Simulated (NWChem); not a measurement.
# AlNH4O2 (SMILES [NH2][Al]([OH])[OH]) at HF/3-21G

What is the energy change on altering one bond length of AlNH4O2 at HF/3-21G? 

Program for the calculation: NWChem 7.3.0.

3 further runs of the same task are left out: 3 set aside as unsound or not needed. Runs told in other sessions of the task aren't counted.

### Step 1. The structure to begin with

AlNH4O2 has 8 atoms, charge 0, and is taken as a singlet. As SMILES, `[NH2][Al]([OH])[OH]`. The coordinates come from a PBE0-D4/def2-TZVP relaxation. This is one conformer, not always the lowest.

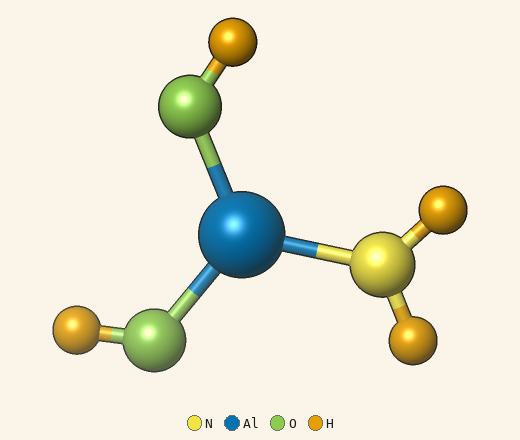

Viewed from a chosen angle; nitrogen yellow, aluminium blue, oxygen green, hydrogen amber.

### Step 2. Energy and gradient at HF/3-21G

run.py

```python
from ase import Atoms
from ase.calculators.nwchem import NWChem

atoms = Atoms(['N', 'Al', 'O', 'O', 'H', 'H', 'H', 'H'], positions=[
    [-0.453400, 1.370900, 0.159000],
    [0.021900, -0.314300, -0.015200],
    [1.569400, -0.806100, -0.500900],
    [-1.140100, -1.496100, 0.324200],
    [0.132800, 2.170000, -0.009000],
    [-1.372600, 1.662000, 0.447700],
    [2.287000, -0.213800, -0.712700],
    [-0.952800, -2.429800, 0.251200],
])

calc = NWChem(
    label='alh4no2',
    theory='scf',
    memory='2200 mb',
    basis='3-21G',
    basispar='spherical bse',
    scf={'nopen': '0', 'rhf': None, 'thresh': '1e-08', 'maxiter': '80'},
)
atoms.calc = calc

forces = atoms.get_forces()
print("Total energy (eV):", round(atoms.get_potential_energy(), 6))
print("forces (eV/A):")
for s, f in zip(atoms.symbols, forces):
    print(f"{s:2s} {f[0]:10.5f} {f[1]:10.5f} {f[2]:10.5f}")
print("dipole (e A):", atoms.get_dipole_moment().round(4))
```

Run with:

```sh
$ export ASE_NWCHEM_COMMAND="nwchem PREFIX.nwi > PREFIX.nwo"
$ python run.py
```

Log:

```text
Total energy (eV): -12139.360319
forces (eV/A):
N     0.08639    0.39626   -0.01990
Al   -0.41703    0.03831    0.12922
O    -0.29033    0.38459    0.09590
O     0.41868   -0.05281   -0.13005
H    -0.13416   -0.07430    0.04016
H     0.17566   -0.10135   -0.05605
H     0.50332   -0.18353   -0.15833
H    -0.34247   -0.40711    0.09904
dipole (e A): [ 0.2949  0.3496 -0.0852]
```

The calculator wrote alh4no2.nwi:

```
title "alh4no2"

permanent_dir alh4no2

scratch_dir alh4no2

start alh4no2

geometry units angstrom nocenter noautosym noautoz
  N  -4.5340000000000003e-01 1.3709000000000000e+00 1.5900000000000000e-01
  Al 2.1899999999999999e-02 -3.1430000000000002e-01 -1.5200000000000000e-02
  O  1.5693999999999999e+00 -8.0610000000000004e-01 -5.0090000000000001e-01
  O  -1.1400999999999999e+00 -1.4961000000000000e+00 3.2419999999999999e-01
  H  1.3280000000000000e-01 2.1699999999999999e+00 -8.9999999999999993e-03
  H  -1.3726000000000000e+00 1.6619999999999999e+00 4.4769999999999999e-01
  H  2.2869999999999999e+00 -2.1379999999999999e-01 -7.1270000000000000e-01
  H  -9.5279999999999998e-01 -2.4298000000000002e+00 2.5119999999999998e-01
end

memory 2200 mb

basis spherical bse noprint
   * library 3-21G
end

scf
  nopen 0
  rhf
  thresh 1e-08
  maxiter 80
end

task scf gradient
```

alh4no2.nwo, shortened:

```text
[...]
         Total SCF energy =   -446.113267002526
      One-electron energy =   -941.531406158529
      Two-electron energy =    333.719425892489
 Nuclear repulsion energy =    161.698713263513
[... 3 lines left out ...]
             Final eigenvalues
[... 34 lines left out ...]
                       ROHF Final Molecular Orbital Analysis
[...]
  wavefunction    =   RHF
                         RHF ENERGY GRADIENTS
    atom               coordinates                        gradient
                 x          y          z           x          y          z
   1 N      -0.856802   2.590625   0.300466   -0.001680  -0.007706   0.000387
   2 Al      0.041385  -0.593941  -0.028724    0.008110  -0.000745  -0.002513
   3 O       2.965736  -1.523308  -0.946564    0.005646  -0.007479  -0.001865
[... 4 lines of this table left out ...]
   8 H      -1.800531  -4.591656   0.474699    0.006660   0.007917  -0.001926
[...]
```

Run time: 2 s. Hardware: 1 thread of AMD EPYC 9R45 (Zen 5), shared host; peak memory 0.1 GiB.

### Step 3. The distorted shape: a single-point energy at HF/3-21G

test.xyz

```xyz
8

N     -0.917641     1.518437     0.304707
Al    -0.442341    -0.166763     0.130507
O      1.569400    -0.806100    -0.500900
O     -1.604341    -1.348563     0.469907
H     -0.331441     2.317537     0.136707
H     -1.836841     1.809537     0.593407
H      2.287000    -0.213800    -0.712700
H     -1.417041    -2.282263     0.396907
```

test.nw

```
start test
memory total 2200 mb
charge 0
geometry noautosym nocenter noautoz
  load format xyz test.xyz
end
basis "ao basis" spherical bse
  * library 3-21G
end
scf
  nopen 0
  rhf
  thresh 1e-08
  maxiter 80
  print medium
end
task scf energy
```

Run with:

```sh
$ nwchem test.nw > test.out
```

Log:

```text
[...]
  functions       =    48
[...]
  wavefunction    = RHF
[...]
         Total SCF energy =   -446.036705207625
      One-electron energy =   -918.303102913716
      Two-electron energy =    322.049210643284
 Nuclear repulsion energy =    150.217187062807
        Time for solution =      0.9s
[...]
```

Wall time 1.4 s (1 thread of AMD EPYC 9R45 (Zen 5), shared host); peak memory 0.098 GiB.

### Step 4. Summary of results

At HF/3-21G:

| quantity | value |
| --- | --- |
| first shape: total energy | -446.11327 Eh |
| first shape: dipole moment | 2.23 D |
| first shape: HOMO energy | -10.43 eV |
| first shape: LUMO energy | 3.76 eV |
| first shape: HOMO–LUMO gap | 14.19 eV |
| first shape: largest force on an atom | 0.559 eV/Å |
| distorted shape: total energy | -446.03671 Eh |
| distorted shape: dipole moment | 1.95 D |
| distorted shape: HOMO energy | -10.71 eV |
| distorted shape: LUMO energy | 2.89 eV |
| distorted shape: HOMO–LUMO gap | 13.61 eV |
| energy change with the Al2–O3 bond stretched from 1.695 to 2.203 Å | 2.083 eV |

What this shows: With the Al2–O3 bond stretched from 1.695 to 2.203 Å the energy rises by 2.08 eV (48 kcal/mol). The first shape isn't relaxed at this level, so the change isn't measured from a minimum. The largest force (first shape) is 0.56 eV/Å: the shape isn't a stationary point for this species at this level. Mulliken charges (distorted shape) run from -1.14 on N1 to +1.44 on Al2.
